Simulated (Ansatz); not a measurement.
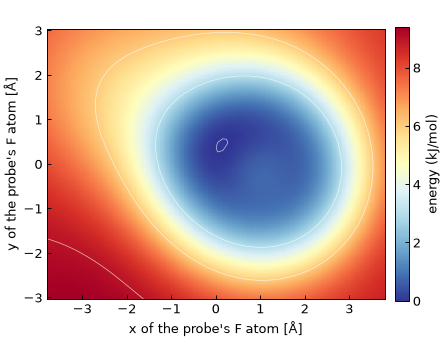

Energy landscape of FH₃SSi₂ (SMILES F[SiH]1[SiH2]S1) with the probe HF. The probe is moved over a plane parallel to the molecule's main plane, 4.28 Å above it. Coordinates scanned: (1) x of the probe's F atom; (2) y of the probe's F atom. Nothing is relaxed (molecule and probe rigid, the probe upright with F nearest the plane). The scan uses a 21 × 17 grid. Points are written as (first, second). Energies are in kJ/mol, from the lowest grid point. Computed with RKS PBE0-D4/def2-SVP (Ansatz 0.2.0).

The picture shows a smooth colour map with a few white contour lines. Between grid points the surface is interpolated. 

**Summarise what can be read from the map.**

The lowest grid point is at (0.00 Å, 0.38 Å). No other kind of well shows on this grid. The highest grid point, (−3.42 Å, −3.04 Å), lies 9.4 kJ/mol above the lowest. Near the minimum the curvatures are about 0.011 and 0.033 eV/Å² along the soft and the stiff direction.

The values on the grid:

| y of the probe's F atom ↓, x of the probe's F atom → | −3.80 | −3.04 | −2.28 | −1.52 | −0.76 | 0.00 | 0.76 | 1.52 | 2.28 | 3.04 | 3.80 |
| --- | --- | --- | --- | --- | --- | --- | --- | --- | --- | --- | --- |
| 2.66 | 7.4 | 6.8 | 6.4 | 6.0 | 5.7 | 5.4 | 5.3 | 5.8 | 6.7 | 7.6 | 8.2 |
| 1.90 | 7.2 | 6.5 | 5.7 | 4.9 | 3.9 | 3.0 | 2.7 | 3.3 | 4.8 | 6.6 | 7.9 |
| 1.14 | 7.3 | 6.4 | 5.4 | 3.9 | 2.1 | 0.8 | 0.5 | 1.1 | 2.6 | 5.2 | 7.4 |
| 0.38 | 7.7 | 6.9 | 5.6 | 3.6 | 1.2 | 0.0 | 0.3 | 0.5 | 1.4 | 4.1 | 7.0 |
| −0.38 | 8.2 | 7.6 | 6.4 | 4.3 | 1.6 | 0.4 | 0.7 | 0.7 | 1.3 | 4.0 | 7.0 |
| −1.14 | 8.7 | 8.4 | 7.5 | 5.8 | 3.3 | 1.5 | 1.0 | 1.2 | 2.4 | 5.0 | 7.5 |
| −1.90 | 9.1 | 8.9 | 8.5 | 7.5 | 5.8 | 4.0 | 3.2 | 3.3 | 4.7 | 6.7 | 8.1 |
| −2.66 | 9.3 | 9.3 | 9.1 | 8.6 | 7.8 | 6.9 | 6.2 | 6.3 | 7.1 | 8.0 | 8.6 |

The table holds every second grid line.

The input of one point:

```yaml
crystal:
  periodic: [false, false, false]
  atoms:
    - { symbol: F, position_ang: [1.8814, 0.065734, -0.331611] }
    - { symbol: Si, position_ang: [0.540307, 0.062402, 0.583244] }
    - { symbol: Si, position_ang: [-1.354749, 1.021914, -0.139959] }
    - { symbol: S, position_ang: [-1.066958, -1.15005, -0.111674] }
    - { symbol: H, position_ang: [0.981277, -0.139686, 1.983463] }
    - { symbol: H, position_ang: [-1.45927, 1.611457, -1.502435] }
    - { symbol: H, position_ang: [-2.427916, 1.516748, 0.766378] }
    - { symbol: F, position_ang: [0.0, 0.38, 4.28] }
    - { symbol: H, position_ang: [0.0, 0.38, 5.200246] }
basis:
  gaussian: { orbitals: def2-SVP }
hamiltonian:
  xc: pbe0
  dispersion: d4
output:
  forces: true
```

Each point was launched as `ansatz run input.yaml --threads 1 --pin off --max-ram 2560MiB --backend cpu --events-out ev --progress --plain --runs-dir out`. The whole map (357 points run) took 14 min on 1 thread of Intel(R) Xeon(R) 6975P-C (Granite Rapids) (shared host).
